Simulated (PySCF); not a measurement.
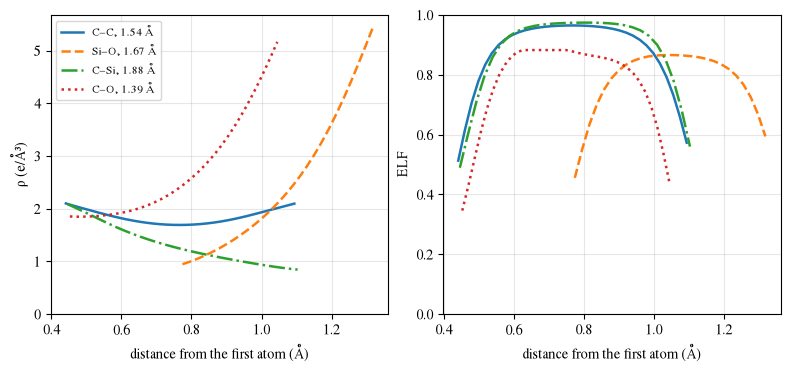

C4H10O3Si (SMILES COC[SiH]1OCCO1). Total electron density and electron localisation function along straight lines between neighbouring atoms. The curves leave out the atomic cores.

Geometry: PBE0-D3(BJ)/def2-SVP.

These are results of PBE0/pcSseg-1, SCF density, gas phase, non-relativistic (PySCF), not measurements.

```xyz
18

C     2.8236    0.6828   -0.0203
O     1.4706    0.3878   -0.1751
C     1.2273   -0.9163   -0.6176
Si   -0.6290   -1.1659   -0.7475
O    -1.4125    0.0178   -1.6359
C    -1.9813    0.9455   -0.7284
C    -2.3479    0.1667    0.5426
O    -1.3719   -0.8432    0.7177
H     3.3068    0.0211    0.7263
H     3.3799    0.5830   -0.9739
H     2.9071    1.7223    0.3272
H     1.6512   -1.6771    0.0753
H     1.6977   -1.1139   -1.6063
H    -0.9156   -2.5178   -1.3007
H    -1.2454    1.7364   -0.4951
H    -2.8651    1.4152   -1.1882
H    -3.3481   -0.2949    0.4423
H    -2.3628    0.8236    1.4268
```

> What kind of bonding do the profiles show?

C–C (1.54 Å): ρ is about 1.7 e/Å³ halfway; the ELF peaks at about 0.95 between the atoms (localised, covalent bonding).
Si–O (1.67 Å): ρ is about 1.1 e/Å³ halfway; the ELF peaks at about 0.85 between the atoms (a polar covalent bond).
C–Si (1.88 Å): ρ at the midpoint is about 1 e/Å³; the ELF peaks at about 1 between the atoms: localised, covalent bonding.
C–O (1.39 Å): ρ is about 2.1 e/Å³ halfway, with its minimum of 1.8 e/Å³ about 0.5 Å from C; the ELF peaks at about 0.90 between the atoms, as expected for a shared but strongly polarised pair.
